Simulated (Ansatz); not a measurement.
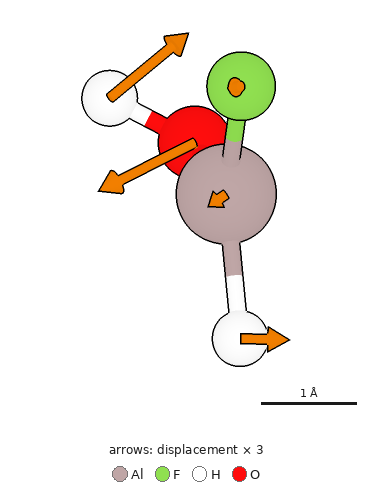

A relaxation of AlH2OF. The starting structure is drawn; orange arrows show the displacements, 3 times their true length. The two geometries are superimposed by the best rigid fit.

Style: ball-and-stick. Shown from a free direction.

The run prepares the start of a later molecular dynamics calculation, from a guessed geometry.

All numbers below come from Ansatz, RKS B3LYP-D4/def2-SVP. (no spin polarisation; force threshold 0.02 eV/Å; at most 40 steps)

Q: What did the optimiser do to the structure, and how much energy did it gain?

A: The atom that moves furthest after the best rigid fit is the O atom (0.41 Å). By element the largest moves are O 0.41 Å, H 0.38 Å, Al 0.08 Å, F 0.08 Å. Among the contacts that change: Al–O 1.780 → 1.692 Å, H–O 1.010 → 0.961 Å, Al–F 1.690 → 1.666 Å. Bond angles that change, for instance: Al–O–H 109.5° → 127.3°. Groups turn about Al–O by about 65°. The energy falls by 29.9 kJ/mol in 6 accepted moves (7 points after the start). Largest force component: 1.9 eV/Å at the start, 0.019 eV/Å at the end. The line search rejected the trial step at point 2 of the run. The run took 12 s on 1 thread of Arm Neoverse V1, with other jobs on the host, peak memory 0.12 GiB.
